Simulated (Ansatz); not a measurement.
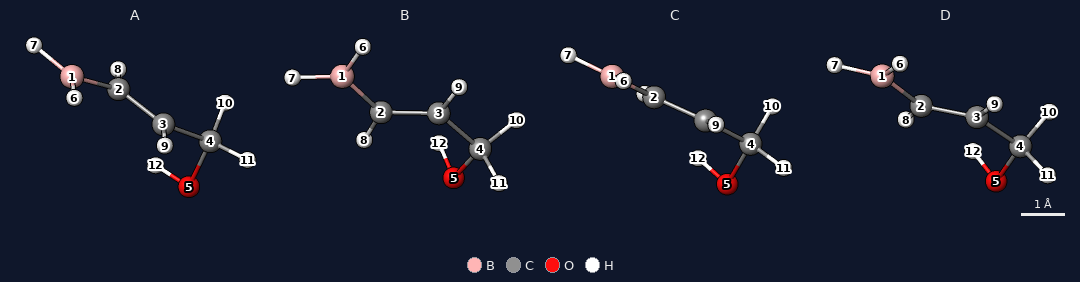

4 geometries from a converged minimum-energy path of C$_{3}$H$_{7}$BO, shuffled. The picture is a ball-and-stick view, seen from a free direction.

Computed with RKS PBE-D4/STO-3G in Ansatz. Settings: 7 movable images; climbing image; force threshold 0.05 eV/Å; iteration limit 60; starting path by image-dependent pair potential.

Question: One of them is the converged climbing image. Which?

Answer: C. In order along the path, whose images run from 0 to 8: A (image 2, +0.040 eV), C (image 4, +0.088 eV), D (image 6, +0.049 eV), B (image 8, +0.012 eV). The motion is a rotation about the C3–C4 bond by about 115°. No bond forms or breaks between the ends. Bond angles that change up to the highest image, for instance: C3–C4–O5 109.0° → 113.8°.

Limits of the set-up: STO-3G is a minimal basis, so the numbers are rough.

The run took 80 s on 1 thread of Intel(R) Xeon(R) Platinum 8275CL CPU @ 3.00GHz (Skylake/Cascade Lake), on a shared host, peak memory 0.12 GiB.
